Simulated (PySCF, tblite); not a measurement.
# C7H11FP+: geometry, infrared bands and NMR shifts

Aim: predict the infrared bands and NMR shifts of C7H11FP+ (`C=CC[P@H+]1C=C(F)CC1`).

Computed with tblite 0.8.0 and PySCF 2.14.0, with density-fitted response routines of our own, on a single molecule in the gas phase. Atoms count from 0, in the outputs and in this text.

**1. Starting geometry**

20 atoms, charge 1, multiplicity 1; geometry from: force field or distance geometry start.

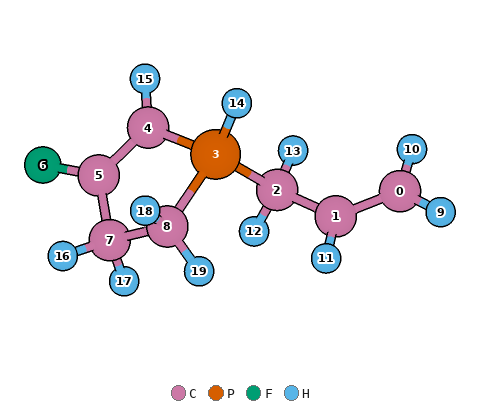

The starting geometry (carbon pink, phosphorus orange, fluorine teal, hydrogen blue), atoms numbered.

**2. Optimising the geometry with GFN2-xTB**

What the job is given:

```
{"job": {"kind": "relax", "xc": "GFN2-xTB", "basis": "xTB"}, "charge": 1, "multiplicity": 1}
C      3.478800     0.164400     0.139000
C      2.249100    -0.185900    -0.300000
C      1.062100     0.697100    -0.237000
P     -0.146100    -0.032400     0.861000
C     -1.512500     1.059800     0.813500
C     -2.434600     0.670900    -0.090100
F     -3.552800     1.387800    -0.289400
C     -2.142200    -0.578700    -0.852400
C     -1.007800    -1.304600    -0.115200
H      4.304100    -0.520900     0.075900
H      3.658000     1.145300     0.565500
H      2.115500    -1.185000    -0.715600
H      0.636400     0.819300    -1.237900
H      1.321200     1.696900     0.126200
H      0.242600    -0.372100     2.183400
H     -1.629900     1.955400     1.419000
H     -3.032400    -1.219700    -0.918100
H     -1.839300    -0.326100    -1.873400
H     -1.433200    -2.031000     0.588200
H     -0.342100    -1.829900    -0.796600
```

Run with:

```bash
$ OMP_NUM_THREADS=1 python probes_run.py task.json out
```

This one command runs all jobs of the session in turn.

**Question.** This job is followed by: GFN2-xTB harmonic vibrations, gas phase; GIAO PBE0/pcSseg-1 NMR shielding, non-relativistic, gas phase. Predict these results of the whole session: strongest single infrared mode (GFN2-xTB); zero-point energy (GFN2-xTB); 13C shifts against TMS (PBE0/pcSseg-1); 1H shifts against TMS (PBE0/pcSseg-1); 31P shifts against H3PO4 (PBE0/pcSseg-1); 19F shifts against CFCl3 (PBE0/pcSseg-1).

The runs gave:

| quantity | value |
| --- | --- |
| strongest single infrared mode (GFN2-xTB) | 1627 cm⁻¹, 371 km/mol |
| zero-point energy (GFN2-xTB) | 98.6 kcal/mol |
| 13C shifts against TMS (PBE0/pcSseg-1) | 195.8, 142.7, 123.1, 89.1, 35.7, 33.7, 15.9 ppm |
| 1H shifts against TMS (PBE0/pcSseg-1) | 6.49, 6.45, 6.44, 5.81, 5.53, 3.67, 3.43, 3.42, 3.33, 3.01, 2.78 ppm |
| 31P shifts against H3PO4 (PBE0/pcSseg-1) | 10.2 ppm |
| 19F shifts against CFCl3 (PBE0/pcSseg-1) | -38.8 ppm |

What this shows: Relaxing lowered the energy by 0.372 eV in 130 steps; the close pair that moved most is P3–H14, from 1.420 to 1.384 Å. No mode is imaginary among the 54: a minimum at this level. The strongest single mode, at 1627 cm⁻¹, moves mainly C5 and C4. GFN2-xTB is a fitted tight-binding method: band positions and strengths are rough. Its intensities can rank the bands wrongly. At PBE0/pcSseg-1: The widest tensor belongs to F6: span 362 ppm, with a paramagnetic part of -259 ppm.
